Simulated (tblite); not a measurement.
# C5H11BF2Si: the cost of one run

Programs: tblite 0.8.0 and PySCF 2.14.0, with density-fitted response routines of our own. Each step states its level of theory. These are calculated values for one molecule in the gas phase, unless marked as measured. Atoms count from 0, in the outputs and in this text.

**1. The starting structure**

20 atoms, charge 0, multiplicity 1; geometry from: force field or distance geometry start.

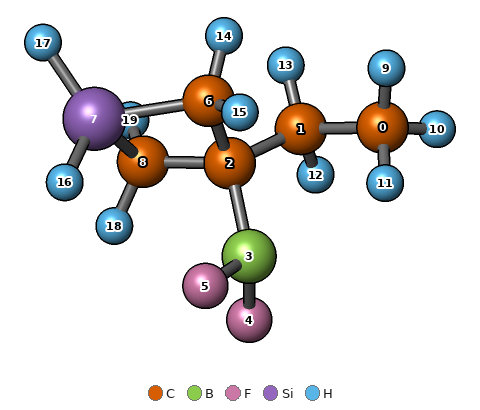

The starting geometry (carbon orange, boron green, fluorine pink, silicon purple, hydrogen blue), atoms numbered.

**2. Geometry optimisation with GFN2-xTB**

What the job is given:

```
{"job": {"kind": "relax", "xc": "GFN2-xTB", "basis": "xTB"}, "charge": 0, "multiplicity": 1}
C      2.355100    -0.028600     0.291700
C      1.160900    -0.910500    -0.131200
C     -0.118200    -0.206800     0.156600
B     -0.256200     0.142400     1.702800
F     -0.461500    -1.055200     2.549900
F     -1.120500     1.257900     2.080600
C     -0.234400     0.986800    -0.765600
Si    -2.039800     0.779300    -1.007200
C     -1.391100    -0.833200    -0.307100
H      2.634200     0.659500    -0.522600
H      3.215900    -0.684400     0.488100
H      2.113800     0.541000     1.215400
H      1.236500    -1.821400     0.538700
H      1.225500    -1.143300    -1.192000
H      0.299500     0.764000    -1.713900
H      0.129000     1.950000    -0.352600
H     -2.823400     1.594500    -0.079100
H     -2.482200     0.732700    -2.401600
H     -2.096400    -1.107300     0.523200
H     -1.351900    -1.606600    -1.077100
```

Command:

```bash
OMP_NUM_THREADS=1 python probes_run.py task.json out
```

One launch serves the whole session: the jobs run in the order shown.

**Question.** How long does this first job take on 1 thread of Arm Neoverse N1, shared host, and how much memory does it need?

About 1.3 s, with a peak of 0.18 GiB.
